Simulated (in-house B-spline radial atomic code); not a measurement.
# Pm⁷⁺: ionisation energy by several methods

Wanted: one ionisation energy, Pm⁷⁺ to configuration [Kr] 4d10 4f3 5s2 5p2, up the ladder of functionals.

Method: Dirac-Coulomb, several functionals; spherical all-electron atom at the radial basis limit. Code: in-house B-spline radial atomic code version 1.

**1. The system**

```
element       : promethium (Z = 61)
charge        : +7
electrons     : 54
configuration : [Kr] 4d10 4f3 5s2 5p3
nucleus       : Fermi, rms radius 4.962 fm
```

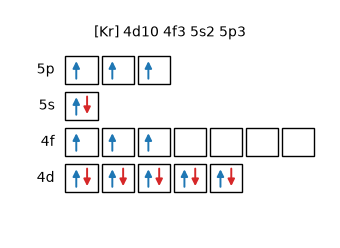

The shells outside the core, filled by Hund's rule for the drawing.

The boxes only draw the filling; these runs are spin-restricted and spherical.

**2. LDA (PW92)**

The run's settings:

```ini
Z = 61
electrons = 54.0
configuration = [Kr] 4d10 4f3 5s2 5p3
hamiltonian = dirac
method = lda,pw
spin_polarised = False
nucleus = fermi
rms_radius = 4.961999461404065
mass_number = 145
atomic_mass = 144.912755748
speed_of_light = 137.035999084
```

**3. exchange-only LDA**

The settings differ from step 2 so:

```diff
@@ -4,3 +4,3 @@
 hamiltonian = dirac
-method = lda,pw
+method = lda,
 spin_polarised = False
```

**4. AM05**

The settings differ from step 3 so:

```diff
@@ -4,3 +4,3 @@
 hamiltonian = dirac
-method = lda,
+method = am05
 spin_polarised = False
```

**5. PBEsol**

The settings differ from step 4 so:

```diff
@@ -4,3 +4,3 @@
 hamiltonian = dirac
-method = am05
+method = pbesol
 spin_polarised = False
```

**6. PW91**

The settings differ from step 5 so:

```diff
@@ -4,3 +4,3 @@
 hamiltonian = dirac
-method = pbesol
+method = pw91,pw91
 spin_polarised = False
```

**7. RPBE**

The settings differ from step 6 so:

```diff
@@ -4,3 +4,3 @@
 hamiltonian = dirac
-method = pw91,pw91
+method = rpbe,pbe
 spin_polarised = False
```

Before running: The tabulated ionisation energy is 116 ± 6 eV (tabulated theoretical; NIST Atomic Spectra Database). What does each method give, and which comes nearest?

The runs gave:

| method | rung | total energy (hartree) | ΔSCF (eV) | with Breit, QED, recoil (eV) | −ε highest (eV) | corrected ΔSCF less tabulated (eV) |
| --- | --- | --- | --- | --- | --- | --- |
| LDA (PW92) | LDA | -10007.0460 | 115.08 | 114.99 | 100.13 (4f7/2) | -1.01 |
| exchange-only LDA | LDA | -10001.4331 | 113.38 | 113.30 | 98.09 (4f7/2) | -2.70 |
| AM05 | GGA | -10007.3801 | 114.74 | 114.66 | 99.88 (4f7/2) | -1.34 |
| PBEsol | GGA | -10010.5660 | 114.73 | 114.65 | 99.81 (4f7/2) | -1.35 |
| PW91 | GGA | -10015.3737 | 114.77 | 114.69 | 99.86 (4f7/2) | -1.31 |
| RPBE | GGA | -10014.5830 | 114.51 | 114.43 | 99.67 (4f7/2) | -1.57 |

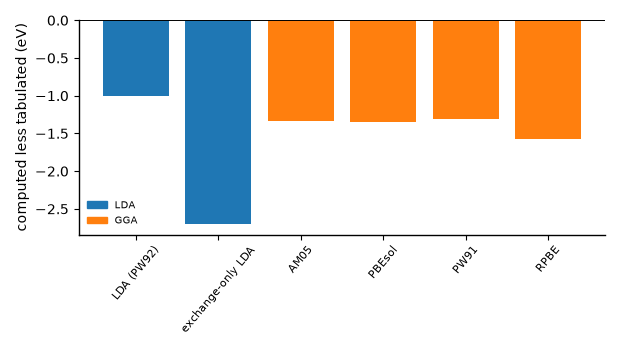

Error of each method against the tabulated value; one colour a rung.

What this shows: Tables give 116 ± 6 eV (tabulated theoretical; NIST Atomic Spectra Database) for the ionisation energy. LDA (PW92) misses by -1.01 eV, the least, and exchange-only LDA by -2.70 eV (2.3 %), the most. The table's own uncertainty is as large as these misses, so the order means little. Open shells are averaged (over orientations, and over spins where the run is restricted), while tables refer to the lowest levels. ΔSCF removes a 5p electron, which is never the highest level here, so the two columns refer to different electrons.

Members of this set that are not shown: 8 used exact exchange with fractional occupations of an open shell, which is unsound here.
